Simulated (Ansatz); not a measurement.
# SiH3Cl (SiClH3): levels of theory compared

Aim: a comparison of 3 runs (UB3LYP/STO-3G, revPBE/STO-3G, UMP2/STO-3G) of SiH3Cl (SiClH3). 

The calculation is run with Ansatz 0.2.0.

41 further runs of the same task are left out: 4 that didn't finish, 37 set aside as unsound or not needed.

### Step 1. The structure to begin with

SiH3Cl has 5 atoms, charge 0, and is taken as a singlet. SMILES: `[H][Si]([H])([H])Cl`. The Cl2–Si1 distance was set to 2.513 Å, away from the relaxed value.

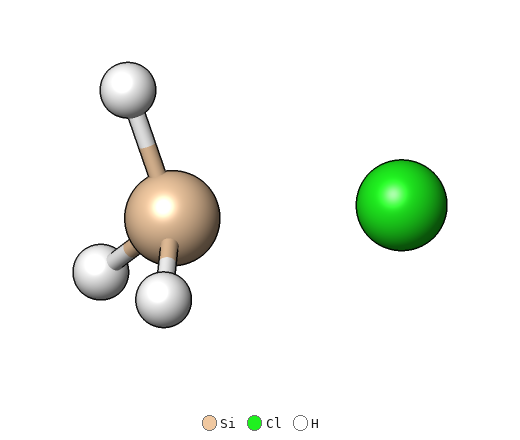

The structure, seen from a chosen angle (silicon light orange, chlorine green, hydrogen white).

### Step 2. A single-point energy at UB3LYP/STO-3G (run 1)

The input, run.yaml:

```yaml
crystal:
  periodic: [false, false, false]
  atoms:
    - {symbol: Si, position_ang: [-0.002310, 0.007634, -0.631875]}
    - {symbol: Cl, position_ang: [0.010690, -0.020840, 1.880630]}
    - {symbol: H, position_ang: [1.379730, 0.016904, -1.097375]}
    - {symbol: H, position_ang: [-0.703350, 1.209394, -1.068945]}
    - {symbol: H, position_ang: [-0.695150, -1.190326, -1.092305]}
basis:
  gaussian:
    orbitals: STO-3G
magnetization:
  spin_polarized: true
hamiltonian:
  xc: {name: B3LYP}
accuracy: high
```

Started as:

```bash
$ ansatz run run.yaml --threads 1 --pin off --max-ram 2610MiB --events-out events.jsonl --progress --plain --runs-dir runs
```

The log of the run:

```text
Warning: RAYON_NUM_THREADS=1 ignored (pool sized by the plan → 1); use --threads N
Functional definition: B3LYP
  name "B3LYP"
  parameter a0 = 0.2
  parameter ax = 0.72
  parameter ac = 0.81
  exchange = (1 - a0 - ax)*slater_x + ax*b88_x + a0*exact_x
  correlation = (1 - ac)*vwn_rpa_c + ac*lyp_c
353 factors; integrals over basis functions are off by at most 8.2e-9 eV
mean field evaluation 1: about -20218.9507 eV, gradient 1.5e1 eV
mean field evaluation 2: about -20217.1024 eV, gradient 2.1e1 eV
mean field evaluation 4: about -20221.5473 eV, gradient 3.0e-1 eV
mean field evaluation 8: about -20221.5015 eV, gradient 7.7e-4 eV
mean field evaluation 16: about -20221.5015 eV, gradient 8.6e-10 eV
mean field -20221.50150555 eV, -743.1264737030 hartree, gradient 8.6e-10 eV, S^2 0.000000; 0 other end points of the search recorded, 0 dependent functions left out
reference -20221.50153274 eV, -743.1264747022 hartree; 17, 17 occupied and 4, 4 virtual orbitals, 353 factors
Total energy: -20221.50153274 eV, -743.1264747022 hartree
```

Wall time 1.2 s (1 thread of AMD EPYC 9R14 (Zen 4), shared host); peak memory 0.15 GiB.

### Step 3. A single-point energy at revPBE/STO-3G (run 2)

The input, job.yaml:

```yaml
basis:
  gaussian: {orbitals: STO-3G}
crystal:
  periodic: [false, false, false]
  atoms:
    - {symbol: Si, position_ang: [-0.002310, 0.007634, -0.631875]}
    - {symbol: Cl, position_ang: [0.010690, -0.020840, 1.880630]}
    - {symbol: H, position_ang: [1.379730, 0.016904, -1.097375]}
    - {symbol: H, position_ang: [-0.703350, 1.209394, -1.068945]}
    - {symbol: H, position_ang: [-0.695150, -1.190326, -1.092305]}
hamiltonian: {xc: {name: revPBE}}
accuracy: high
```

Started as:

```bash
$ ansatz run job.yaml --threads 1 --pin off --max-ram 2610MiB --events-out events.jsonl --progress --plain --runs-dir runs
```

The log of the run:

```text
Warning: RAYON_NUM_THREADS=1 ignored (pool sized by the plan → 1); use --threads N
Functional definition: revPBE
  name "revPBE"
  parameter kappa = 1.245
  parameter beta = 0.06672455060314922
  exchange = pbe_x(kappa = kappa, mu = beta*pi^2/3)
  correlation = pbe_c(beta = beta)
353 factors; integrals over basis functions are off by at most 8.2e-9 eV
mean field evaluation 1: about -20214.6427 eV, gradient 2.3e1 eV
mean field evaluation 2: about -20208.1201 eV, gradient 4.1e1 eV
mean field evaluation 4: about -20217.5236 eV, gradient 1.2e0 eV
mean field evaluation 8: about -20217.4763 eV, gradient 4.1e-3 eV
mean field evaluation 16: about -20217.4763 eV, gradient 2.9e-10 eV
mean field -20217.47631389 eV, -742.9785506379 hartree, gradient 3.2e-9 eV, S^2 0.000000; 0 other end points of the search recorded, 0 dependent functions left out
reference -20217.47631611 eV, -742.9785507194 hartree; 17, 17 occupied and 4, 4 virtual orbitals, 353 factors
Total energy: -20217.47631611 eV, -742.9785507194 hartree
```

It took 0.71 s on 1 thread of AMD EPYC 9R14 (Zen 4), shared host.

### Step 4. The energy at UMP2/STO-3G (run 3)

The input, input.yaml:

```yaml
crystal:
  periodic: [false, false, false]
  atoms:
    - {symbol: Si, position_ang: [-0.002310, 0.007634, -0.631875]}
    - {symbol: Cl, position_ang: [0.010690, -0.020840, 1.880630]}
    - {symbol: H, position_ang: [1.379730, 0.016904, -1.097375]}
    - {symbol: H, position_ang: [-0.703350, 1.209394, -1.068945]}
    - {symbol: H, position_ang: [-0.695150, -1.190326, -1.092305]}
basis:
  gaussian: {orbitals: STO-3G}
magnetization: {spin_polarized: true}
correlation: {method: mp2, frozen_orbitals: {Cl: 5, H: 0, Si: 5}}
accuracy: high
```

Started as:

```bash
$ ansatz run input.yaml --threads 1 --pin off --max-ram 2610MiB --events-out events.jsonl --progress --plain --runs-dir runs
```

The log of the run:

```text
Warning: RAYON_NUM_THREADS=1 ignored (pool sized by the plan → 1); use --threads N
Functional definition: HF
  name "HF"
  exchange = exact_x
  correlation = 0
353 factors; integrals over basis functions are off by at most 8.2e-9 eV
mean field evaluation 1: about -20187.1271 eV, gradient 1.0e1 eV
mean field evaluation 2: about -20187.1334 eV, gradient 1.0e1 eV
mean field evaluation 4: about -20188.7936 eV, gradient 4.8e-1 eV
mean field evaluation 8: about -20188.7928 eV, gradient 1.6e-5 eV
mean field -20188.79279422 eV, -741.9244507324 hartree, gradient 3.7e-9 eV, S^2 0.000000; 0 other end points of the search recorded, 0 dependent functions left out
10 core orbitals not correlated: weight in the atoms' cores, before any rotation towards them, 1.000 or more for the frozen orbitals, at most 0.000 for the correlated occupied ones
reference -20188.79279422 eV, -741.9244507324 hartree; 7, 7 occupied and 4, 4 virtual orbitals, 353 factors
second order -1.35241487 eV of doubles, -0.00000000 eV of singles
Total energy: -20190.14520909 eV, -741.9741510621 hartree
```

Wall time 0.14 s (1 thread of AMD EPYC 9R14 (Zen 4), shared host).

### Step 5. All runs side by side

| run | level | frozen core orbitals | energy (Eh) | wall time |
| --- | --- | --- | --- | --- |
| 1 | UB3LYP/STO-3G | – | -743.126475 | 1.2 s |
| 2 | revPBE/STO-3G | – | -742.978551 | 0.71 s |
| 3 | UMP2/STO-3G | 10 | -741.974151 | 0.14 s |

### Step 6. What came out

| quantity | value |
| --- | --- |
| run 3: total energy | -741.97415 Eh |
| run 3: correlation energy (10 core orbitals frozen) | -49.7 mEh |

What this shows: Totals of different functionals can't be ranked against each other. In runs 1, 2, 3 the basis is minimal, so the values are rough. All runs together took 2 s, the longest 1.2 s.
